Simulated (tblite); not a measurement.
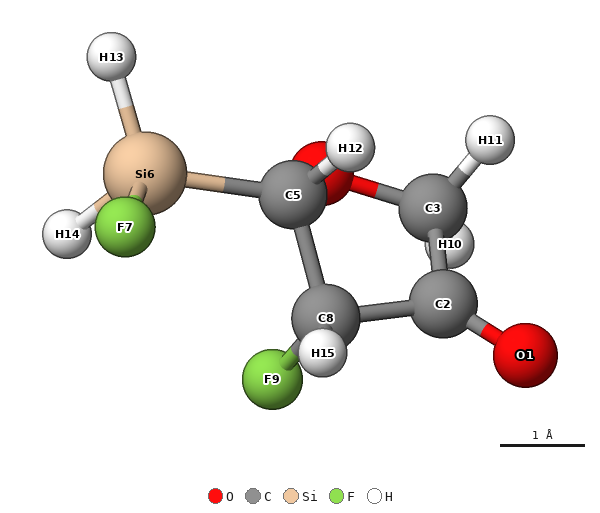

*The starting structure (ball-and-stick view, seen at a tilt; atoms are numbered from 1 in the order of the input).*

Bond lengths as drawn: C–C 1.50 to 1.54 Å, C–F 1.37 Å, C–H 1.09 to 1.11 Å, C–O 1.21 to 1.40 Å, C–Si 1.84 Å, F–Si 1.70 Å and H–Si 1.46 to 1.47 Å.

Run report: C₄H₆F₂O₂Si, geometry relaxation (part 1 of 2)

The run: geometry relaxation of C₄H₆F₂O₂Si. Method and program: GFN2-xTB geometry optimisation, gas phase (tblite 0.8.0).

It belongs to a series of runs on one base structure; here: constitutional isomer.

## What the program printed
```
step      E/eV     max force
  0    -842.84620    2.626
  1    -843.03058    2.675
  2    -843.11970    1.230
  3    -843.16841    0.579
  4    -843.22843    0.514
  5    -843.26234    0.584
  6    -843.28846    0.410
  7    -843.30410    0.339
  8    -843.31829    0.324
  9    -843.32883    0.256
 10    -843.33674    0.253
 11    -843.34318    0.273
 12    -843.35009    0.264
 13    -843.35799    0.214
 14    -843.36613    0.233
 15    -843.37247    0.196
 16    -843.37693    0.214
 17    -843.38076    0.171
 18    -843.38487    0.166
 19    -843.39005    0.211
 20    -843.39654    0.221
 21    -843.40342    0.219
 22    -843.40960    0.207
 23    -843.41533    0.231
 24    -843.42083    0.220
 25    -843.42584    0.181
 26    -843.43061    0.175
 27    -843.43526    0.157
 28    -843.43927    0.142
 29    -843.44236    0.150
 30    -843.44515    0.151
 31    -843.44818    0.170
 32    -843.45111    0.126
 33    -843.45299    0.193
 34    -843.45432    0.268
 35    -843.45574    0.116
 36    -843.45754    0.081
 37    -843.45895    0.100
 38    -843.46067    0.099
 39    -843.46174    0.074
 40    -843.46243    0.055
 41    -843.46285    0.040
 42    -843.46315    0.041
 43    -843.46338    0.035
 44    -843.46359    0.034
 45    -843.46378    0.036
 46    -843.46396    0.031
 47    -843.46409    0.027
 48    -843.46419    0.022
 49    -843.46428    0.023
 50    -843.46435    0.027
 51    -843.46442    0.022
 52    -843.46451    0.026
 53    -843.46463    0.030
 54    -843.46482    0.040
 55    -843.46512    0.053
 56    -843.46548    0.053
 57    -843.46578    0.036
 58    -843.46599    0.029
 59    -843.46612    0.027
 60    -843.46623    0.027
 61    -843.46639    0.029
 62    -843.46656    0.026
 63    -843.46671    0.027
 64    -843.46684    0.024
 65    -843.46695    0.026
 66    -843.46704    0.029
 67    -843.46710    0.021
 68    -843.46713    0.016
 69    -843.46714    0.015
 70    -843.46716    0.010
 71    -843.46718    0.017
 72    -843.46720    0.022
 73    -843.46722    0.017
 74    -843.46724    0.024
 75    -843.46726    0.016
 76    -843.46729    0.013
 77    -843.46731    0.017
 78    -843.46733    0.016
 79    -843.46735    0.016
 80    -843.46737    0.015
 81    -843.46740    0.016
 82    -843.46742    0.015
 83    -843.46743    0.012
 84    -843.46744    0.007
```

## Trajectory as extended XYZ (Å, eV, eV/Å), 32 of the 85 frames kept, from step=0 to step=84
```
15
Properties=species:S:1:pos:R:3:forces:R:3 step=0 energy=-842.84620
O    -0.9242    2.7335    0.6496   -0.0200  -1.2630  -0.2340
C    -0.8295    1.5602    0.3568   -0.0450   1.9340   0.6210
C    -1.6618    0.3968    0.8140   -0.8940   0.2480  -0.2820
O    -1.0372   -0.7397    0.2741   -1.3730  -1.0180   0.6110
C     0.2995   -0.4135    0.2561    0.4610   1.1550  -0.3770
Si    1.4005   -1.6285   -0.5850    2.0840  -1.0020  -1.2440
F     2.9237   -0.8902   -0.7379   -1.7260  -0.7100   0.3010
C     0.2144    0.9142   -0.5229    0.6090   0.3630   0.8850
F    -0.3986    0.7398   -1.7368    0.6890  -0.1270  -0.2450
H    -2.6531    0.5472    0.3432    0.1200  -0.3670   0.5480
H    -1.6923    0.3445    1.9161   -0.2780   0.0580  -0.2560
H     0.6073   -0.1808    1.2901    0.3790   0.1020  -0.0450
H     1.5878   -2.8715    0.1608    0.0750   0.2510   0.1340
H     1.0011   -1.9697   -1.9550    0.0570   0.3040   0.2270
H     1.1582    1.4656   -0.5452   -0.1380   0.0730  -0.6430
15
Properties=species:S:1:pos:R:3:forces:R:3 step=3 energy=-843.16841
O    -0.9309    2.7375    0.6555   -0.1130  -0.1550   0.0780
C    -0.8319    1.5798    0.3678   -0.1880   0.3810   0.1640
C    -1.6842    0.4033    0.8072   -0.0220   0.0270  -0.0240
O    -1.0676   -0.7622    0.3011    0.3300   0.1090   0.2540
C     0.3130   -0.3971    0.2384   -0.0130  -0.3670  -0.0400
Si    1.4544   -1.6628   -0.6220   -0.4600  -0.2170   0.0260
F     2.8698   -0.9122   -0.7269    0.0530   0.0330   0.0710
C     0.2258    0.9282   -0.4956    0.0780   0.0460   0.0110
F    -0.3616    0.7372   -1.7388    0.5740   0.0470   0.0630
H    -2.6640    0.5326    0.3624   -0.4070  -0.1890   0.1720
H    -1.7075    0.3492    1.9043   -0.2920   0.1400  -0.0440
H     0.6245   -0.1773    1.2836    0.2780  -0.0520  -0.3080
H     1.5932   -2.8639    0.1695    0.1420  -0.0460   0.2190
H     1.0024   -1.9580   -1.9540   -0.0340   0.0790  -0.3180
H     1.1601    1.4737   -0.5744    0.0750   0.1630  -0.3230
15
Properties=species:S:1:pos:R:3:forces:R:3 step=5 energy=-843.26234
O    -0.9450    2.7453    0.6693   -0.1530   0.2880   0.1540
C    -0.8453    1.5957    0.3781    0.1020  -0.5100  -0.2470
C    -1.6928    0.4078    0.8043   -0.2530   0.1150  -0.0210
O    -1.0534   -0.7602    0.3317   -0.1720  -0.0920  -0.0160
C     0.3175   -0.4181    0.2286    0.0280   0.5670   0.1360
Si    1.4354   -1.6924   -0.6334   -0.0790   0.0520  -0.0340
F     2.8537   -0.9183   -0.7169   -0.1720  -0.1320   0.0510
C     0.2349    0.9366   -0.4840    0.3120  -0.0350   0.0380
F    -0.3009    0.7404   -1.7359    0.0800   0.0360  -0.2720
H    -2.7021    0.5108    0.3829    0.1390  -0.2090   0.1220
H    -1.7381    0.3632    1.8967   -0.1880   0.1430   0.1540
H     0.6558   -0.1810    1.2566    0.3540  -0.1430  -0.0780
H     1.6074   -2.8654    0.1913    0.0950  -0.0960   0.1440
H     1.0000   -1.9473   -1.9809   -0.0240   0.0080  -0.2430
H     1.1684    1.4908   -0.6105   -0.0720   0.0090   0.1130
15
Properties=species:S:1:pos:R:3:forces:R:3 step=8 energy=-843.31829
O    -0.9669    2.7428    0.6845    0.0270  -0.2680  -0.1240
C    -0.8530    1.5930    0.3692   -0.1180   0.1310  -0.0260
C    -1.7113    0.4145    0.8064    0.1330  -0.0680   0.0980
O    -1.0521   -0.7555    0.3574    0.1010   0.1170   0.0500
C     0.3236   -0.3984    0.2278    0.0350  -0.1360  -0.0290
Si    1.4066   -1.7132   -0.6456   -0.0850  -0.0030  -0.0250
F     2.8252   -0.9373   -0.7044   -0.0650  -0.1040  -0.0040
C     0.2545    0.9446   -0.4812   -0.2270   0.0750  -0.1570
F    -0.2436    0.7470   -1.7575   -0.0130   0.0270  -0.0730
H    -2.7247    0.4735    0.4048    0.0370  -0.0610  -0.1210
H    -1.7807    0.3920    1.9034   -0.0080   0.1330   0.0320
H     0.7196   -0.1966    1.2357    0.1550  -0.0140   0.0850
H     1.6263   -2.8700    0.2183   -0.0490   0.1300  -0.1090
H     0.9972   -1.9376   -2.0211    0.0250  -0.0070   0.0870
H     1.1750    1.5091   -0.6197    0.0530   0.0490   0.3160
15
Properties=species:S:1:pos:R:3:forces:R:3 step=11 energy=-843.34318
O    -0.9754    2.7290    0.6791   -0.0240   0.1760  -0.0590
C    -0.8663    1.5857    0.3544   -0.0440  -0.0020   0.0180
C    -1.7104    0.4121    0.8167   -0.0140  -0.0210  -0.0340
O    -1.0415   -0.7472    0.3731    0.0810  -0.1540   0.2110
C     0.3300   -0.3906    0.2285    0.0210  -0.0430  -0.0380
Si    1.3835   -1.7164   -0.6519    0.0240  -0.0150  -0.0370
F     2.8083   -0.9582   -0.7009    0.0690  -0.0150  -0.0350
C     0.2459    0.9515   -0.4956    0.0200  -0.0630   0.1190
F    -0.2263    0.7540   -1.7800    0.0990   0.0370   0.0500
H    -2.7199    0.4492    0.3988    0.0300  -0.0290  -0.0720
H    -1.7975    0.4210    1.9142    0.0610   0.0460  -0.0380
H     0.7645   -0.2059    1.2334   -0.0580   0.0770  -0.1520
H     1.6266   -2.8590    0.2160   -0.0970   0.0170  -0.0560
H     0.9975   -1.9366   -2.0298   -0.0430  -0.0300   0.0130
H     1.1765    1.5196   -0.5778   -0.1250   0.0190   0.1100
15
Properties=species:S:1:pos:R:3:forces:R:3 step=14 energy=-843.36613
O    -0.9902    2.7350    0.6591   -0.1210   0.0180  -0.0860
C    -0.8882    1.5869    0.3453    0.1290  -0.1420  -0.0340
C    -1.7104    0.4054    0.8226   -0.0660   0.0420  -0.0090
O    -1.0181   -0.7625    0.4316   -0.1260   0.0070   0.0790
C     0.3395   -0.3940    0.2215   -0.0790   0.1550   0.0880
Si    1.3675   -1.7238   -0.6681    0.1230   0.1120  -0.0160
F     2.8013   -0.9841   -0.7037    0.1190   0.0210  -0.0710
C     0.2371    0.9509   -0.4893    0.1070  -0.0150   0.0770
F    -0.1846    0.7690   -1.7920    0.0490   0.0620   0.0570
H    -2.7128    0.4163    0.3803    0.0740  -0.0580   0.0140
H    -1.8067    0.4602    1.9164   -0.0190  -0.0320  -0.0040
H     0.8050   -0.1999    1.2052    0.0370   0.0740   0.0040
H     1.6088   -2.8472    0.2059   -0.0860  -0.2050   0.0710
H     0.9886   -1.9406   -2.0396   -0.1030  -0.0530  -0.1550
H     1.1586    1.5365   -0.5171   -0.0390   0.0130  -0.0150
15
Properties=species:S:1:pos:R:3:forces:R:3 step=16 energy=-843.37693
O    -1.0064    2.7364    0.6410   -0.1030  -0.1440  -0.1210
C    -0.8938    1.5835    0.3401   -0.0060   0.0110   0.0030
C    -1.7130    0.4038    0.8259    0.0280   0.0210   0.0540
O    -1.0109   -0.7695    0.4702   -0.0080   0.1180  -0.0490
C     0.3404   -0.3906    0.2228    0.0260  -0.0540   0.0710
Si    1.3653   -1.7227   -0.6781    0.0540  -0.0140  -0.0070
F     2.8066   -0.9962   -0.7103    0.0670   0.0090  -0.0770
C     0.2379    0.9500   -0.4807    0.0070   0.0520  -0.0200
F    -0.1565    0.7816   -1.7936    0.0040   0.0510   0.0250
H    -2.7066    0.3944    0.3708   -0.0130  -0.0250   0.0140
H    -1.8137    0.4797    1.9167   -0.0780  -0.0310   0.0310
H     0.8295   -0.1910    1.1895    0.0590   0.0520   0.1370
H     1.5926   -2.8533    0.2042   -0.1010  -0.0710  -0.0410
H     0.9769   -1.9460   -2.0543   -0.0450  -0.0090   0.0100
H     1.1475    1.5477   -0.4860    0.1100   0.0340  -0.0320
15
Properties=species:S:1:pos:R:3:forces:R:3 step=19 energy=-843.39005
O    -1.0418    2.7293    0.6030   -0.0910   0.1230  -0.0570
C    -0.9010    1.5742    0.3324   -0.0900   0.0830   0.0080
C    -1.7135    0.4039    0.8357    0.0240  -0.0830  -0.0130
O    -1.0011   -0.7655    0.5019    0.1890  -0.0730  -0.0600
C     0.3494   -0.3890    0.2358    0.1690   0.0170  -0.0200
Si    1.3716   -1.7214   -0.6881   -0.0730  -0.0540   0.0410
F     2.8228   -1.0088   -0.7315   -0.0780  -0.0630  -0.0540
C     0.2448    0.9535   -0.4715    0.0530  -0.0010   0.0380
F    -0.1292    0.8030   -1.7916    0.0130  -0.0140   0.0160
H    -2.6985    0.3692    0.3626   -0.0370   0.0300   0.0440
H    -1.8321    0.4947    1.9236   -0.0650  -0.0190   0.0170
H     0.8598   -0.1737    1.1935   -0.0460  -0.0400   0.0450
H     1.5569   -2.8705    0.1920   -0.0510   0.0600  -0.1260
H     0.9575   -1.9532   -2.0642    0.0290   0.0540   0.1610
H     1.1499    1.5624   -0.4556    0.0540  -0.0200  -0.0380
15
Properties=species:S:1:pos:R:3:forces:R:3 step=22 energy=-843.40960
O    -1.1180    2.7331    0.5278   -0.0800   0.0380  -0.0460
C    -0.9228    1.5724    0.3221    0.0590   0.0370  -0.0050
C    -1.7081    0.3915    0.8488    0.0570  -0.0190  -0.0880
O    -0.9579   -0.7670    0.5412    0.0250  -0.0360   0.0410
C     0.3891   -0.3799    0.2558   -0.0450   0.2020  -0.0010
Si    1.3732   -1.7242   -0.6959   -0.1250   0.1270   0.0940
F     2.8359   -1.0403   -0.7769   -0.0960  -0.1070  -0.0090
C     0.2640    0.9639   -0.4494    0.0000   0.0860   0.0670
F    -0.0841    0.8340   -1.7812    0.0310  -0.0990   0.0860
H    -2.6891    0.3334    0.3589    0.0960  -0.0310   0.0420
H    -1.8714    0.5099    1.9337    0.0970  -0.1000  -0.1400
H     0.9006   -0.1526    1.2121   -0.0110  -0.0980  -0.0470
H     1.4896   -2.8938    0.1524    0.0550  -0.0560   0.0210
H     0.9292   -1.9550   -2.0541   -0.0180   0.0730  -0.0150
H     1.1654    1.5824   -0.4170   -0.0460  -0.0170   0.0000
15
Properties=species:S:1:pos:R:3:forces:R:3 step=24 energy=-843.42083
O    -1.1624    2.7383    0.4884   -0.0450  -0.1340  -0.0390
C    -0.9329    1.5771    0.3163    0.0260   0.0240  -0.0160
C    -1.7000    0.3827    0.8488    0.0480   0.0810  -0.0350
O    -0.9302   -0.7697    0.5626   -0.1080   0.1300   0.0240
C     0.4086   -0.3620    0.2644   -0.1160  -0.0230   0.0660
Si    1.3588   -1.7191   -0.6922   -0.0610   0.0300   0.0090
F     2.8309   -1.0666   -0.7989    0.0010  -0.0610   0.0160
C     0.2726    0.9768   -0.4347   -0.0430   0.0830   0.0090
F    -0.0574    0.8405   -1.7712    0.0030  -0.0790   0.0690
H    -2.6797    0.3123    0.3612    0.0800  -0.0710  -0.0530
H    -1.8854    0.5113    1.9284    0.1690  -0.1060  -0.0920
H     0.9228   -0.1524    1.2179    0.0640  -0.0070   0.0290
H     1.4627   -2.9058    0.1332    0.0440  -0.0390   0.0640
H     0.9154   -1.9478   -2.0480   -0.0750   0.0790  -0.0730
H     1.1718    1.5922   -0.3979    0.0130   0.0920   0.0230
15
Properties=species:S:1:pos:R:3:forces:R:3 step=27 energy=-843.43526
O    -1.2384    2.7344    0.4224    0.0190  -0.1100  -0.0400
C    -0.9516    1.5796    0.2986   -0.0660   0.0830  -0.0170
C    -1.6889    0.3799    0.8481   -0.0580   0.0060   0.0070
O    -0.8979   -0.7606    0.6136    0.0280   0.0410  -0.0770
C     0.4277   -0.3402    0.2860    0.0990  -0.1190   0.0270
Si    1.3278   -1.7150   -0.6948    0.0310  -0.1290  -0.0630
F     2.8225   -1.1203   -0.8282    0.0040  -0.0270   0.0410
C     0.2835    1.0006   -0.4107    0.0580  -0.0790   0.0150
F    -0.0036    0.8479   -1.7551   -0.0120  -0.0050   0.0270
H    -2.6553    0.2598    0.3503   -0.0410  -0.0020  -0.0890
H    -1.8897    0.5165    1.9173    0.0870   0.0170   0.0960
H     0.9803   -0.1491    1.2216   -0.0200   0.0370   0.0600
H     1.4233   -2.9234    0.1129   -0.0010   0.0990   0.0060
H     0.8801   -1.9282   -2.0560   -0.0950   0.1010   0.0140
H     1.1757    1.6262   -0.3477   -0.0340   0.0880  -0.0080
15
Properties=species:S:1:pos:R:3:forces:R:3 step=30 energy=-843.44515
O    -1.3028    2.7243    0.3548    0.0480   0.0440  -0.0510
C    -0.9699    1.5798    0.2816    0.0530  -0.1250   0.0160
C    -1.6842    0.3764    0.8484    0.0200  -0.0850   0.0010
O    -0.8682   -0.7507    0.6413    0.0360  -0.1330  -0.0610
C     0.4573   -0.3326    0.3091    0.0400   0.0890  -0.0350
Si    1.3140   -1.7209   -0.7030   -0.0060   0.0680   0.0010
F     2.8221   -1.1671   -0.8530    0.0210  -0.0260   0.0340
C     0.3005    1.0118   -0.3855    0.0070  -0.0060   0.0190
F     0.0340    0.8546   -1.7336    0.0260  -0.0030  -0.0250
H    -2.6367    0.2203    0.3308   -0.0380   0.0350   0.0430
H    -1.8811    0.5180    1.9193   -0.0210   0.0630   0.0020
H     1.0178   -0.1382    1.2401   -0.0350  -0.0240   0.0230
H     1.3830   -2.9317    0.0932    0.0100   0.0000   0.0580
H     0.8345   -1.8993   -2.0564   -0.0980   0.0900  -0.0140
H     1.1753    1.6633   -0.3090   -0.0630   0.0130  -0.0120
15
Properties=species:S:1:pos:R:3:forces:R:3 step=33 energy=-843.45299
O    -1.3048    2.7136    0.3295   -0.0440   0.1780   0.0230
C    -0.9664    1.5712    0.2794    0.0520  -0.1830  -0.0320
C    -1.6787    0.3642    0.8431    0.0520  -0.0130  -0.0030
O    -0.8598   -0.7588    0.6129   -0.0460  -0.0280   0.0230
C     0.4729   -0.3267    0.3154   -0.0970  -0.0340   0.0370
Si    1.3093   -1.7175   -0.7026    0.0020   0.0550   0.0100
F     2.8238   -1.1855   -0.8472    0.0910  -0.0060  -0.0140
C     0.3084    1.0121   -0.3771   -0.0220   0.0100  -0.0570
F     0.0316    0.8423   -1.7225    0.0500  -0.0040  -0.0660
H    -2.6366    0.2243    0.3283    0.0110  -0.0220   0.1130
H    -1.8575    0.5109    1.9196   -0.0350  -0.0200  -0.0820
H     1.0060   -0.1419    1.2633    0.0040   0.0050  -0.0190
H     1.3837   -2.9239    0.1009   -0.0200  -0.0090   0.0150
H     0.7974   -1.8578   -2.0504   -0.0520   0.0480   0.0300
H     1.1663    1.6817   -0.3147    0.0530   0.0230   0.0210
15
Properties=species:S:1:pos:R:3:forces:R:3 step=35 energy=-843.45574
O    -1.3168    2.7114    0.3142    0.0270  -0.1090   0.0310
C    -0.9691    1.5676    0.2751   -0.0360   0.0780  -0.0590
C    -1.6753    0.3593    0.8432    0.0030   0.0290  -0.0120
O    -0.8533   -0.7623    0.6206   -0.0240   0.0530   0.0260
C     0.4765   -0.3233    0.3201   -0.0290  -0.0570  -0.0020
Si    1.3049   -1.7146   -0.7043    0.0430  -0.0040   0.0150
F     2.8265   -1.1979   -0.8514    0.0310  -0.0160  -0.0130
C     0.3111    1.0158   -0.3740    0.0010  -0.0140  -0.0460
F     0.0466    0.8443   -1.7228    0.0490   0.0080  -0.0250
H    -2.6340    0.2142    0.3323    0.0060  -0.0280   0.0770
H    -1.8607    0.5148    1.9160   -0.0100  -0.0330  -0.0270
H     1.0161   -0.1410    1.2649   -0.0230   0.0120  -0.0200
H     1.3749   -2.9254    0.1000   -0.0270   0.0530  -0.0320
H     0.7822   -1.8462   -2.0509   -0.0270   0.0480   0.0700
H     1.1659    1.6914   -0.3048    0.0150  -0.0180   0.0170
15
Properties=species:S:1:pos:R:3:forces:R:3 step=38 energy=-843.46067
O    -1.3437    2.6977    0.2802   -0.0160   0.0570  -0.0010
C    -0.9793    1.5608    0.2548    0.0310  -0.0890   0.0090
C    -1.6690    0.3532    0.8425   -0.0440   0.0160   0.0080
O    -0.8389   -0.7632    0.6417    0.0360   0.0170  -0.0180
C     0.4864   -0.3207    0.3287    0.0430   0.0770  -0.0450
Si    1.3033   -1.7089   -0.7075   -0.0070   0.0210   0.0110
F     2.8366   -1.2311   -0.8640   -0.0170  -0.0060  -0.0130
C     0.3188    1.0201   -0.3706    0.0020  -0.0230   0.0130
F     0.0889    0.8513   -1.7257    0.0540   0.0090  -0.0020
H    -2.6286    0.1853    0.3468   -0.0630  -0.0290  -0.0420
H    -1.8660    0.5205    1.9092    0.0470   0.0120   0.0680
H     1.0346   -0.1353    1.2676   -0.0350   0.0090  -0.0150
H     1.3480   -2.9206    0.0910   -0.0070  -0.0110  -0.0080
H     0.7408   -1.8110   -2.0399    0.0140   0.0250   0.0400
H     1.1636    1.7097   -0.2767   -0.0370  -0.0850  -0.0060
15
Properties=species:S:1:pos:R:3:forces:R:3 step=41 energy=-843.46285
O    -1.3660    2.6871    0.2491    0.0150  -0.0140  -0.0060
C    -0.9866    1.5538    0.2426   -0.0260   0.0120   0.0090
C    -1.6674    0.3477    0.8429   -0.0090  -0.0270   0.0070
O    -0.8232   -0.7616    0.6524   -0.0250  -0.0040  -0.0140
C     0.4999   -0.3115    0.3337   -0.0310  -0.0070   0.0220
Si    1.2994   -1.7030   -0.7081   -0.0110   0.0050   0.0240
F     2.8403   -1.2575   -0.8758   -0.0150   0.0080  -0.0140
C     0.3239    1.0233   -0.3651   -0.0200   0.0170  -0.0090
F     0.1213    0.8564   -1.7246    0.0310   0.0120  -0.0070
H    -2.6271    0.1624    0.3489    0.0070  -0.0110   0.0040
H    -1.8613    0.5246    1.9110    0.0400   0.0020  -0.0030
H     1.0454   -0.1297    1.2727    0.0070   0.0340   0.0020
H     1.3263   -2.9193    0.0820   -0.0020  -0.0270   0.0080
H     0.7113   -1.7826   -2.0283    0.0160   0.0060  -0.0160
H     1.1593    1.7178   -0.2553    0.0240  -0.0060  -0.0060
15
Properties=species:S:1:pos:R:3:forces:R:3 step=43 energy=-843.46338
O    -1.3673    2.6862    0.2473   -0.0070   0.0080   0.0020
C    -0.9889    1.5528    0.2417   -0.0120   0.0070  -0.0220
C    -1.6690    0.3465    0.8435    0.0140  -0.0060  -0.0030
O    -0.8233   -0.7609    0.6536   -0.0140  -0.0290  -0.0110
C     0.4987   -0.3097    0.3344   -0.0110  -0.0270   0.0150
Si    1.2976   -1.7020   -0.7061   -0.0090  -0.0250   0.0050
F     2.8388   -1.2593   -0.8782   -0.0120   0.0110  -0.0060
C     0.3227    1.0243   -0.3655    0.0080  -0.0040  -0.0030
F     0.1291    0.8582   -1.7259    0.0030   0.0100  -0.0100
H    -2.6281    0.1579    0.3492    0.0080   0.0010   0.0240
H    -1.8576    0.5256    1.9120    0.0140   0.0010  -0.0050
H     1.0471   -0.1265    1.2714   -0.0070   0.0310   0.0140
H     1.3244   -2.9213    0.0816   -0.0050  -0.0010  -0.0020
H     0.7112   -1.7796   -2.0278    0.0140   0.0040  -0.0060
H     1.1601    1.7157   -0.2534    0.0160   0.0170   0.0080
```
